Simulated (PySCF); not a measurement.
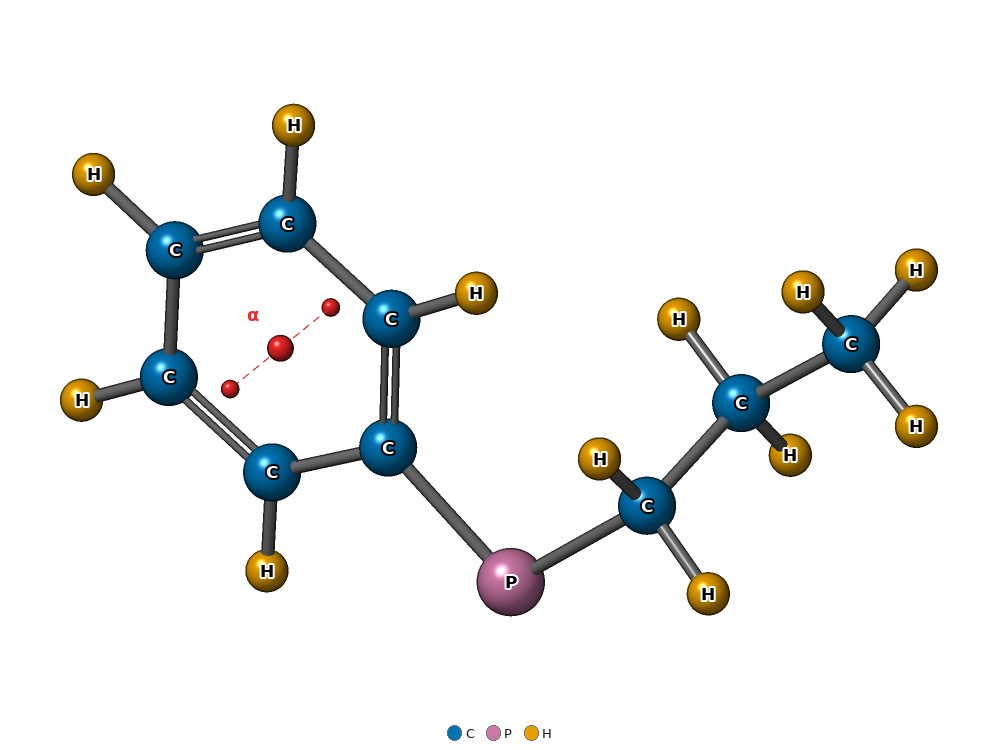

The small points mark where nucleus-independent chemical shifts (NICS) were computed: at the centre of each lettered ring and 1 Å above and below it. State: charge −1, singlet. The computed structure is the end point of a GFN2-xTB optimisation. No frequency run is at hand to confirm it as a minimum. Level of theory: GIAO PBE0/pcSseg-1 NMR shielding, non-relativistic, gas phase (PySCF 2.14.0).

Give NICS(0), NICS(1) and the out-of-plane component NICS(1)zz for each ring (means of the two sides).

```tsv
ring	members	NICS(0)	NICS(1)	NICS(1)zz
α	C6	−1.7	−5.5	−11.4
```

Values in ppm.

The geometry is semi-empirical. Around P such bond lengths and angles can be off by a tenth of an ångström or more and by several degrees, and values that hang on the shape move with them.
